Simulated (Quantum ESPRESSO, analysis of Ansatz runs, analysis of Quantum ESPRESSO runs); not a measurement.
**Reproducing a measured charge-transition level: interstitial Mn in Si (Quantum ESPRESSO)**

Subject: interstitial Mn in Si. Wanted: its charge-transition level, in one set-up (PBE, GBRV 1.5 PBE, 32-site cell, PBE lattice, k: the zone centre alone then 2x2x2 shifted, smearing 0.5 eV, dielectric constants 11.7 and 11.7 (handbook)). The model is a cell of 32 host atoms with 1 Mn put in. The level is the Fermi energy at which two charge states have equal formation energy, after a correction for the images of the charge.

What was measured. (+1/0) level below the conduction-band bottom: 0.42 eV, by DLTS (quoted in “Electronic structure of transition-atom impurities in semiconductors: Substitutional 3d impurities in silicon”, 1983, A. Zunger and U. Lindefelt, quoting earlier work (1981)). The calculation is set beside it at the end.

Calculated with Quantum ESPRESSO 7.5; Quantum ESPRESSO plane-wave DFT, PBE, GBRV 1.5 PBE potentials; relaxation of all atoms of a defect supercell.

## Step 1: Set-up

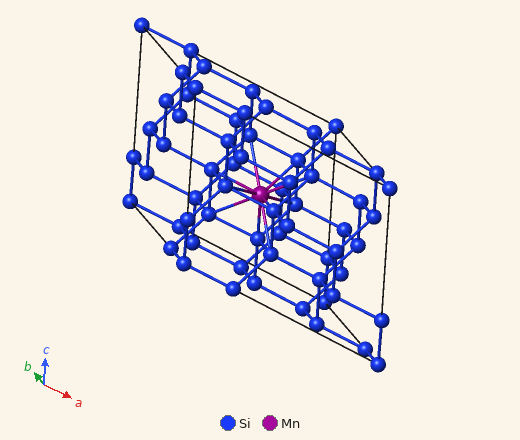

The starting structure, seen slightly off an axis (silicon blue, manganese purple). Some periodic images of atoms are drawn too.

The cell holds 33 atoms: 32 Si and 1 Mn. Its edges and angles: a = 9.471 Å, b = 9.471 Å, c = 9.471 Å, α = 109.5°, β = 109.5°, γ = 109.5°. It derives from Si (space group Fd-3m). Nearest the centre at fractional (0.250, 0.250, 0.250): Mn33 at 0.02 Å, Si6 at 2.36 Å, Si11 at 2.37 Å, Si5 at 2.38 Å, Si2 at 2.38 Å, Si21 at 2.72 Å, Si27 at 2.72 Å, Si17 at 2.72 Å. The cell carries charge +1.

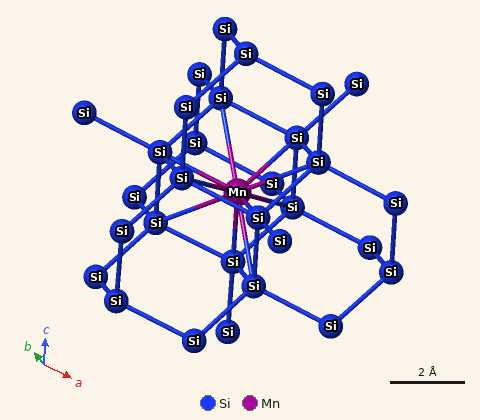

The atoms within 5 Å of the centre.

The host's primitive cell comes from a first run (Quantum ESPRESSO plane-wave DFT, PBE, GBRV 1.5 PBE potentials; relaxation of cell and atoms of a defect-free cell): vectors of 3.867, 3.867 and 3.867 Å. That is 20.44 Å³ an atom, 2.1 % over the diffraction cell's volume. The supercell is built on it.

## Step 2: Relaxation, charge +1

Every later number rests on the structure around the defect, so the atoms are relaxed at the host's lattice first.

pw.in reads:

```
&CONTROL
  calculation = 'relax'
  prefix = 'pwscf'
  outdir = './tmp'
  pseudo_dir = './pseudo'
  tprnfor = .true.
  disk_io = 'low'
  nstep = 70
  forc_conv_thr = 0.00078
  etot_conv_thr = 0.0001
/
&SYSTEM
  ibrav = 0
  nat = 33
  ntyp = 2
  ecutwfc = 45
  ecutrho = 360
  nbnd = 77
  occupations = 'smearing'
  smearing = 'gaussian'
  degauss = 0.03674932
  nspin = 2
  starting_magnetization(1) = 0.125
  starting_magnetization(2) = 0.0333
  tot_magnetization = 4
  tot_charge = 1
  nosym = .true.
/
&ELECTRONS
  conv_thr = 3d-08
  electron_maxstep = 100
  mixing_beta = 0.3
/
&IONS
  ion_dynamics = 'bfgs'
/
ATOMIC_SPECIES
Si    28.0850 si_pbe_v1.uspp.F.UPF
Mn    54.9380 mn_pbe_v1.5.uspp.F.UPF
CELL_PARAMETERS angstrom
  -5.4682344339    5.4682344339    5.4682344339
   5.4682344339   -5.4682344339    5.4682344339
   5.4682344339    5.4682344339   -5.4682344339
ATOMIC_POSITIONS crystal
Si    -0.0001677022   -0.0001868217    0.5019867951
Si    -0.0009302717    0.2515294552    0.2507877632
Si    -0.0006566464    0.4994386289    0.0016245948
Si     0.0022730046    0.7521534330    0.7511665089
Si     0.2484293074   -0.0025603368    0.2487405889
Si     0.2520110201    0.2520691246    0.0022303119
Si     0.2489480568    0.4977503291    0.7499388542
Si     0.2501575223    0.7478479294    0.4991977599
Si     0.5015518004    0.0025475470    0.0011140642
Si     0.4982036550    0.2479641991    0.7476467758
Si     0.4986713778    0.5005701244    0.5011355950
Si     0.5015458466    0.7489773108    0.2501750905
Si     0.7499288590   -0.0022224187    0.7496879842
Si     0.7511291367    0.2488857990    0.4989542742
Si     0.7523759338    0.5020722447    0.2514575573
Si     0.7521831223    0.7522772322    0.0016659757
Si     0.0007189083   -0.0006459442    0.2482309984
Si    -0.0012453770    0.2474338977   -0.0015310495
Si    -0.0004686402    0.4998644206    0.7477239875
Si    -0.0013764115    0.7511794637    0.4996253949
Si     0.2500045348    0.0013505670    0.0021378609
Si     0.2486153382    0.2476385876    0.7495907034
Si     0.2510351663    0.5025670244    0.5013064318
Si     0.2516386618    0.7523904882    0.2520320179
Si     0.5009933369   -0.0011258496    0.7487470270
Si     0.5007265704    0.2524462795    0.5015579830
Si     0.4994331619    0.5002625344    0.2518935395
Si     0.5007880737    0.7514762687   -0.0009784077
Si     0.7500318360   -0.0004309553    0.5019359912
Si     0.7525776150    0.2512415767    0.2514394663
Si     0.7493340845    0.5016286070   -0.0005412124
Si     0.7476751238    0.7487486661    0.7497291690
Mn     0.2507412387    0.2496054626    0.2520056382
K_POINTS gamma
```

On the command line:

```sh
> OMP_NUM_THREADS=1 mpirun -n 4 pw.x -in pw.in > pw.out
```

Log:

```text
This program is part of the open-source Quantum ESPRESSO suite
     for quantum simulation of materials; please cite
         "P. Giannozzi et al., J. Phys.:Condens. Matter 21 395502 (2009);
         "P. Giannozzi et al., J. Phys.:Condens. Matter 29 465901 (2017);
         "P. Giannozzi et al., J. Chem. Phys. 152 154105 (2020);
          URL
     in publications or presentations arising from this work. More details at

     gamma-point specific algorithms are used

     Subspace diagonalization in iterative solution of the eigenvalue problem:
     a serial algorithm will be used

     --------------------
     sticks:   dense  smooth     PW     G-vecs:    dense   smooth      PW
     Min        2163    1085    272               127317    45077    5635
     Max        2166    1086    273               127320    45080    5636
     Sum        8659    4343   1089               509275   180313   22543

     Using Slab Decomposition

     bravais-lattice index     =            0
     lattice parameter (alat)  =      17.8981  a.u.
     unit-cell volume          =    4413.6508 (a.u.)^3
     number of atoms/cell      =           33
     number of atomic types    =            2
     number of electrons       =       142.00 (up:  73.00, down:  69.00)
     number of Kohn-Sham states=           77
     kinetic-energy cutoff     =      45.0000  Ry
     charge density cutoff     =     360.0000  Ry
     scf convergence threshold =      3.0E-08
     mixing beta               =       0.3000
     number of iterations used =            8  plain     mixing
     energy convergence thresh.=      1.0E-04
     force convergence thresh. =      7.8E-04
     Exchange-correlation=  SLA  PW   PBX  PBC
                           (   1   4   3   4   0   0   0)
     nstep                     =           70

     celldm(1)=  17.898087  celldm(2)=   0.000000  celldm(3)=   0.000000
     celldm(4)=   0.000000  celldm(5)=   0.000000  celldm(6)=   0.000000

     crystal axes: (cart. coord. in units of alat)
               a(1) = (  -0.577350   0.577350   0.577350 )
               a(2) = (   0.577350  -0.577350   0.577350 )
               a(3) = (   0.577350   0.577350  -0.577350 )

     reciprocal axes: (cart. coord. in units 2 pi/alat)
               b(1) = ( -0.000000  0.866025  0.866025 )
               b(2) = (  0.866025 -0.000000  0.866025 )
               b(3) = (  0.866025  0.866025  0.000000 )

     PseudoPot. # 1 for Si read from file:
     si_pbe_v1.uspp.F.UPF
     Pseudo is Ultrasoft + core correction, Zval =  4.0
     Generated by new atomic code, or converted to UPF format
     Using radial grid of  899 points,  6 beta functions with:
                l(1) =   0
                l(2) =   0
                l(3) =   1
                l(4) =   1
                l(5) =   2
                l(6) =   2
     Q(r) pseudized with  8 coefficients,  rinner =    0.900   0.900   0.900
                                                       0.900   0.900

     PseudoPot. # 2 for Mn read from file:
     mn_pbe_v1.5.uspp.F.UPF
     Pseudo is Ultrasoft + core correction, Zval = 15.0
     Generated by new atomic code, or converted to UPF format
     Using radial grid of  859 points,  6 beta functions with:
                l(1) =   0
                l(2) =   0
                l(3) =   1
                l(4) =   1
                l(5) =   2
                l(6) =   2
     Q(r) pseudized with  8 coefficients,  rinner =    0.950   0.950   0.950
                                                       0.950   0.950

     atomic species   valence    mass     pseudopotential
     Si                4.00    28.08500     Si( 1.00)
     Mn               15.00    54.93800     Mn( 1.00)

     Starting magnetic structure
     atomic species   magnetization
     Si              0.125
     Mn              0.033

     No symmetry found

   Cartesian axes

     site n.     atom                  positions (alat units)
         1        Si     tau(   1) = (   0.2898112   0.2898332  -0.2900269  )
         2        Si     tau(   2) = (   0.2905501  -0.0009653  -0.0001089  )
         3        Si     tau(   3) = (   0.2896681  -0.2877922   0.2870340  )
         4        Si     tau(   4) = (   0.8666299   0.0007425   0.0018821  )
         5        Si     tau(   5) = (  -0.0012985   0.2885194  -0.0016579  )
         6        Si     tau(   6) = (   0.0013212   0.0012541   0.2897431  )
         7        Si     tau(   7) = (   0.5766235   0.2893313  -0.0018709  )
         8        Si     tau(   8) = (   0.5755537   0.0008703   0.2879868  )
         9        Si     tau(   9) = (  -0.2874570   0.2887434   0.2903987  )
        10        Si     tau(  10) = (   0.2871783   0.5761299  -0.0008539  )
        11        Si     tau(  11) = (   0.2904270   0.2882345   0.2875816  )
        12        Si     tau(  12) = (   0.2872933   0.0015840   0.5775512  )
        13        Si     tau(  13) = (  -0.0014222   0.8670873  -0.0011440  )
        14        Si     tau(  14) = (  -0.0018989   0.5780417   0.2892875  )
        15        Si     tau(  15) = (   0.0006662   0.2896920   0.5790769  )
        16        Si     tau(  16) = (   0.0010162   0.0009075   0.8676387  )
[...]
25        Si     tau(  25) = (   0.1423907   0.7221879  -0.1436907  )
        26        Si     tau(  26) = (   0.1462299   0.4329193   0.1452699  )
        27        Si     tau(  27) = (   0.1459096   0.1449520   0.4317438  )
        28        Si     tau(  28) = (   0.1441700  -0.1452998   0.7235600  )
        29        Si     tau(  29) = (  -0.1434870   0.7230728   0.1429894  )
        30        Si     tau(  30) = (  -0.1442779   0.4346151   0.4343866  )
        31        Si     tau(  31) = (  -0.1433253   0.1427004   0.7225561  )
        32        Si     tau(  32) = (   0.4334761   0.4322365   0.4311043  )
        33        Mn     tau(  33) = (   0.1448398   0.1461513   0.1433798  )

     number of k points=     1  Gaussian smearing, width (Ry)=  0.0367
                       cart. coord. in units 2pi/alat
        k(    1) = (   0.0000000   0.0000000   0.0000000), wk =   1.0000000

     Dense  grid:   254638 G-vectors     FFT dimensions: ( 120, 120, 120)

     Smooth grid:    90157 G-vectors     FFT dimensions: (  80,  80,  80)

     Generating pointlists ...
     new r_m :   0.1016 (alat units)  1.8183 (a.u.) for type    1
     new r_m :   0.1029 (alat units)  1.8410 (a.u.) for type    2

     Initial potential from superposition of free atoms

     starting charge     142.4784, renormalised to     142.0000
     Starting wfcs are  141 randomized atomic wfcs

     Self-consistent Calculation

[...]
atom   1 (R=0.102)  charge=  1.7582  magn=  0.0098
     atom   2 (R=0.102)  charge=  1.7821  magn=  0.0397
     atom   3 (R=0.102)  charge=  1.7586  magn=  0.0102
     atom   4 (R=0.102)  charge=  1.7583  magn=  0.0097
     atom   5 (R=0.102)  charge=  1.7820  magn=  0.0412
     atom   6 (R=0.102)  charge=  1.7822  magn=  0.0397
     atom   7 (R=0.102)  charge=  1.7584  magn=  0.0105
     atom   8 (R=0.102)  charge=  1.7590  magn=  0.0099
     atom   9 (R=0.102)  charge=  1.7582  magn=  0.0099
     atom  10 (R=0.102)  charge=  1.7586  magn=  0.0096
     atom  11 (R=0.102)  charge=  1.7819  magn=  0.0401
     atom  12 (R=0.102)  charge=  1.7587  magn=  0.0099
     atom  13 (R=0.102)  charge=  1.7587  magn=  0.0104
     atom  14 (R=0.102)  charge=  1.7589  magn=  0.0096
     atom  15 (R=0.102)  charge=  1.7582  magn=  0.0105
     atom  16 (R=0.102)  charge=  1.7593  magn=  0.0096
[...]
atom  26 (R=0.102)  charge=  1.7522  magn=  0.0253
     atom  27 (R=0.102)  charge=  1.7525  magn=  0.0257
     atom  28 (R=0.102)  charge=  1.7576  magn=  0.0160
     atom  29 (R=0.102)  charge=  1.7579  magn=  0.0160
     atom  30 (R=0.102)  charge=  1.7555  magn=  0.0165
     atom  31 (R=0.102)  charge=  1.7582  magn=  0.0162
     atom  32 (R=0.102)  charge=  1.7549  magn=  0.0170
     atom  33 (R=0.103)  charge= 13.0665  magn=  2.4541

     End of self-consistent calculation

 ------ SPIN UP ------------

          k = 0.0000 0.0000 0.0000 ( 11272 PWs)   bands (ev):

   -73.7465 -42.5312 -42.5292 -42.5278  -5.5790  -3.8252  -3.6921  -3.6912
    -3.6892  -3.4824  -3.4818  -3.4797  -3.4783  -3.4770  -3.4152  -3.4142
    -3.4129  -1.5114  -1.5104  -1.5021  -1.4873  -1.4849  -1.4839   0.6497
     0.6510   0.6516   0.7476   0.7517   0.7523   0.7917   0.7922   0.7928
     0.9348   0.9355   0.9362   2.1251   2.4555   2.4576   2.4583   2.5840
     2.5848   2.5978   2.5987   2.5989   2.6438   2.6441   2.6452   3.4246
     3.4262   3.4277   3.5328   3.5335   3.5337   3.7899   3.7908   4.4343
     4.4379   4.4384   5.0005   5.0014   5.0021   5.0740   5.0748   5.0765
     5.0817   5.2381   5.2403   5.2412   6.1817   6.1820   6.3893   6.3912
     6.3983   6.7486   7.1632   7.1647   7.3136

 ------ SPIN DOWN ----------

          k = 0.0000 0.0000 0.0000 ( 11272 PWs)   bands (ev):

   -70.8798 -39.7366 -39.7340 -39.7331  -5.5191  -3.7542  -3.6030  -3.6023
    -3.6005  -3.4381  -3.4370  -3.4359  -3.4344  -3.4333  -3.3866  -3.3855
    -3.3842  -1.4536  -1.4384  -1.4378  -1.4341  -1.4313  -1.4296   0.7576
     0.7580   0.7586   0.8228   0.8406   0.8409   0.8435   0.8446   0.8455
     0.9713   0.9720   0.9726   2.2745   2.5741   2.5744   2.5752   2.6339
     2.6344   2.6354   2.6796   2.6807   2.7202   2.7211   2.7217   3.4780
     3.4796   3.4813   3.5939   3.5948   3.5956   4.4260   4.4268   4.8420
     4.8439   4.8451   5.0815   5.0829   5.0837   5.0973   5.1149   5.1156
     5.1177   5.9773   5.9809   5.9825   6.6211   6.6260   6.6432   6.9634
     7.0803   7.0826   7.7163   7.7178   7.7208

     the spin up/dw Fermi energies are     6.7082    6.4902 ev

!    total energy              =    -518.44045444 Ry
     estimated scf accuracy    <          1.4E-10 Ry
     smearing contrib. (-TS)   =      -0.09867366 Ry
     internal energy E=F+TS    =    -518.34178078 Ry

     The total energy is F=E-TS. E is the sum of the following terms:
     one-electron contribution =    -169.87857368 Ry
     hartree contribution      =     146.18178271 Ry
     xc contribution           =    -163.68244424 Ry
     ewald contribution        =    -330.96254557 Ry

     total magnetization       =     4.00 Bohr mag/cell
     absolute magnetization    =     4.67 Bohr mag/cell

     convergence has been achieved in  12 iterations

     Forces acting on atoms (cartesian axes, Ry/au):

     atom    1 type  1   force =    -0.00022400   -0.00029685    0.00030117
     atom    2 type  1   force =    -0.00006545    0.00014102   -0.00030801
     atom    3 type  1   force =     0.00003605    0.00021515    0.00035623
     atom    4 type  1   force =     0.00055115   -0.00053089   -0.00046164
     atom    5 type  1   force =     0.00055016    0.00023355    0.00044547
     atom    6 type  1   force =    -0.00005583   -0.00006035   -0.00039585
     atom    7 type  1   force =    -0.00009358    0.00002622    0.00025659
     atom    8 type  1   force =     0.00020718   -0.00001554    0.00021346
     atom    9 type  1   force =    -0.00034012    0.00001765   -0.00009286
     atom   10 type  1   force =     0.00000045   -0.00011837    0.00002732
     atom   11 type  1   force =    -0.00025078   -0.00009066    0.00024099
     atom   12 type  1   force =     0.00019021   -0.00003068   -0.00004141
     atom   13 type  1   force =    -0.00004246    0.00003819   -0.00033827
     atom   14 type  1   force =     0.00026889   -0.00022614   -0.00022592
     atom   15 type  1   force =    -0.00001431    0.00001295   -0.00016330
     atom   16 type  1   force =    -0.00006238   -0.00043421    0.00034968
[...]
atom   26 type  1   force =    -0.00022071   -0.00034231   -0.00033528
     atom   27 type  1   force =    -0.00007024    0.00006750   -0.00024002
     atom   28 type  1   force =     0.00030032    0.00006024   -0.00037922
     atom   29 type  1   force =    -0.00044015    0.00015732    0.00013939
     atom   30 type  1   force =    -0.00031526   -0.00001093    0.00014714
     atom   31 type  1   force =    -0.00018411    0.00059743   -0.00025761
     atom   32 type  1   force =    -0.00020766    0.00004607    0.00041084
     atom   33 type  2   force =     0.00022354   -0.00015384    0.00036363

     Total force =     0.002598     Total SCF correction =     0.000009
     Energy error            =      1.4E-05 Ry
     Gradient error          =      6.1E-04 Ry/Bohr

     bfgs converged in  11 scf cycles and  10 bfgs steps
     (criteria: energy <  1.0E-04 Ry, force <  7.8E-04 Ry/Bohr)

     End of BFGS Geometry Optimization

     Final energy             =    -518.4404544382 Ry

     File ./tmp/pwscf.bfgs deleted, as requested
Begin final coordinates

ATOMIC_POSITIONS (crystal)
Si              -0.0012614152       -0.0008742620        0.4992337076
Si              -0.0049587748        0.2504334901        0.2501823249
Si              -0.0018397691        0.4985720294       -0.0013293850
Si               0.0021601632        0.7502694422        0.7502950292
Si               0.2500167282       -0.0061575704        0.2501720314
Si               0.2504208654        0.2506555667       -0.0044421076
Si               0.2501513893        0.5012364559        0.7507875225
Si               0.2501581494        0.7500843756        0.5017106179
Si               0.4989022405       -0.0007166399       -0.0010138191
Si               0.5015965362        0.2500614458        0.7500934651
Si               0.5052473683        0.5057746243        0.5060063881
Si               0.5017065275        0.7501539049        0.2500188378
Si               0.7500820050        0.0009356390        0.7500424325
Si               0.7502064654        0.2502977498        0.5016782965
Si               0.7503723306        0.5015967266        0.2504357648
Si               0.7503661005        0.7504500468        0.0020392289
[...]
Si               0.5006050413        0.2500878839        0.5006143225
Si               0.5011499896        0.5011533653        0.2508311034
Si               0.5003022085        0.7505336253        0.0001373335
Si               0.7498508392        0.0002537304        0.5002468827
Si               0.7476431041        0.2501936249        0.2504997321
Si               0.7497476399        0.5002915279        0.0001845575
Si               0.7534372150        0.7526164411        0.7534330503
Mn               0.2501793351        0.2495547021        0.2505162872
End final coordinates

=------------------------------------------------------------------------------=
   JOB DONE.
=------------------------------------------------------------------------------=
```

It took 9.4 min on 4 MPI ranks of Arm Neoverse V1, shared host; peak memory 1.6 GiB.

The run converged, but on settings that a careful run would not use, so its numbers are not the defect's.

[end of part 1 of 4]

[Logs are printed without paths, hosts, clocks, repeated set-up lines and the standing remarks that a program may print on its own settings, such as how far it seeks lower states.]

[Hosts, paths, dates, database ids (printed as entryN), source tags and the programs' standing remarks are cut or masked in the printed files.]

[For some hosts the program warned that the k-mesh of the response run may be too coarse for force constants and the static dielectric constant; such warnings are not shown here.]
